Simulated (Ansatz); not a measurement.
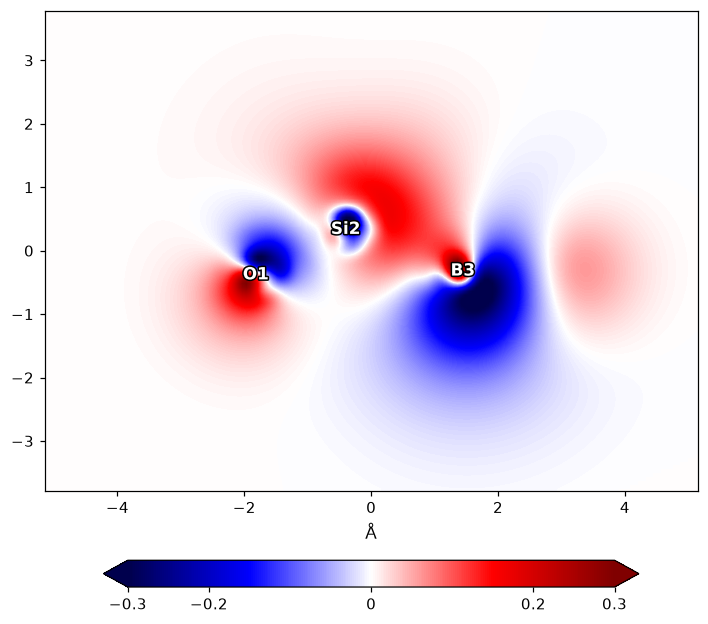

The picture shows: BClHOSi (SMILES [O-][SiH]=BCl) (charge −1). The HOMO on the plane of atoms O1, Si2 and B3 (values in Å⁻³ᐟ²; the overall sign is arbitrary).

The highest occupied orbital lies above zero, a sign that basis and functional describe the outermost electron poorly.

Computed with RKS PBE-D4/def2-SVP (Ansatz 0.2.0).

Input file:

```
crystal:
  periodic: [false, false, false]
  atoms:
    - { symbol: O, position_ang: [0.33508, 2.01308, -0.4616] }
    - { symbol: Si, position_ang: [0.20344, 0.62466, 0.18689] }
    - { symbol: B, position_ang: [-0.77991, -0.89083, -0.31592] }
    - { symbol: Cl, position_ang: [-0.19419, -2.41034, -1.12347] }
    - { symbol: H, position_ang: [0.43559, 0.66343, 1.7141] }
total_charge: -1
basis:
  gaussian: { orbitals: def2-SVP }
hamiltonian:
  xc: pbe
  dispersion: d4
relax:
  f_tol: 0.02
  max_steps: 40
output:
  orbitals: {}
```

Command:

```sh
ansatz run input.yaml --threads 1 --pin off --max-ram 2048MiB --backend cpu --events-out ev --progress --plain --runs-dir out
```

The fields are those of the relaxed geometry.

> What is the character of this orbital?

By Hirshfeld shares it lies mainly on B3 (about 45 %), Si2 (about 25 %), O1 (about 15 %) and Cl4 (about 10 %). Its energy is 1.12 eV.
